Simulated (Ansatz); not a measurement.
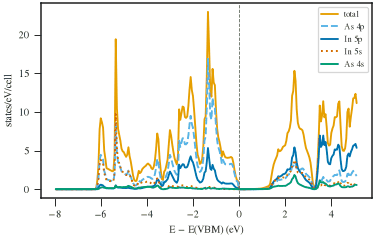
Figure: Total and projected density of states of InAs in space group Pm-3n (No. 223; In on 6c, As on 6d), r²SCAN in the plane-wave PAW code Ansatz

Which orbitals carry the states next to the gap?

Top 1 eV of the valence band: As 4p 80 %, In 5p 17 %. Bottom 1 eV of the conduction band: In 5s 42 %, As 4p 28 %, As 4s 21 %, In 5p 6 %. Projections are on Löwdin-orthogonalised atomic valence shells; empty p or d shells of many metals are not among them.

Where is the tallest occupied peak in this window, and what makes it?

Near -1.3 eV, about 23 states/eV per cell; the largest projected share is As 4p.

The start of the workflow was typed in or built on a structure type; neither database checked (COD, Materials Project) lists it. It is not the phase usual at ambient conditions (space group No. 216). Symmetry was held in the r²SCAN relaxation; whether a distortion lowers the energy is not shown. The volume moved by 26 % from the start of the relaxation. Spin–orbit coupling is left out wherever it is not named.

Potentials: the earlier of the program's two PAW sets. The files were generated under PBE; for other functionals the program regenerates the frozen cores, and for LDA and PBEsol the local potential too.
